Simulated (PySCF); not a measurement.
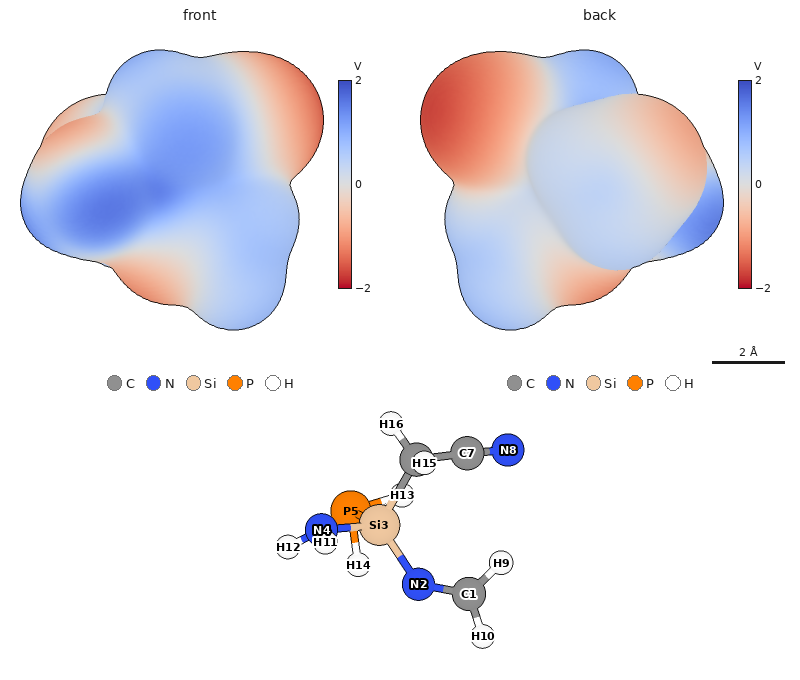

The picture shows: C3H8N3PSi. The molecular electrostatic potential painted on the density surface at 0.001 e/bohr³, seen from the front and from behind; the colour scale runs from red (negative) to blue (positive). The bare structure is drawn below in the same view.

Geometry: GFN2-xTB.

Computed with PBE0/pcSseg-1, SCF density, gas phase, non-relativistic in PySCF.

| atom | x (Å) | y (Å) | z (Å) |
| --- | --- | --- | --- |
| C | -1.1820 | 1.9453 | -0.5524 |
| N | -0.2000 | 1.5521 | 0.1189 |
| Si | 0.4908 | 0.0002 | 0.4504 |
| N | 1.0414 | -0.1006 | 2.0803 |
| P | 2.2735 | -0.3663 | -0.8661 |
| C | -0.7393 | -1.4787 | 0.2568 |
| C | -1.3313 | -1.4486 | -1.0370 |
| N | -1.7820 | -1.3786 | -2.0882 |
| H | -1.8900 | 1.2937 | -1.0675 |
| H | -1.3574 | 3.0146 | -0.6388 |
| H | 0.4229 | 0.1806 | 2.8235 |
| H | 1.9747 | 0.2207 | 2.2772 |
| H | 1.5248 | -0.5615 | -2.0141 |
| H | 2.4839 | 0.9704 | -1.1539 |
| H | -1.5230 | -1.4097 | 1.0108 |
| H | -0.2147 | -2.4248 | 0.3887 |

Q: Which sites attract a positive test charge, and which a negative one?

A: A positive charge is drawn to the negative regions and a negative charge to the positive ones. The most negative region (about −1.7 V) lies over N8, the most positive (about +1.5 V) over Si3 and H11. N8 is the likeliest acceptor of a hydrogen bond.

Q: How polar is the molecule by this calculation?

A: Its dipole moment is 3.53 D.
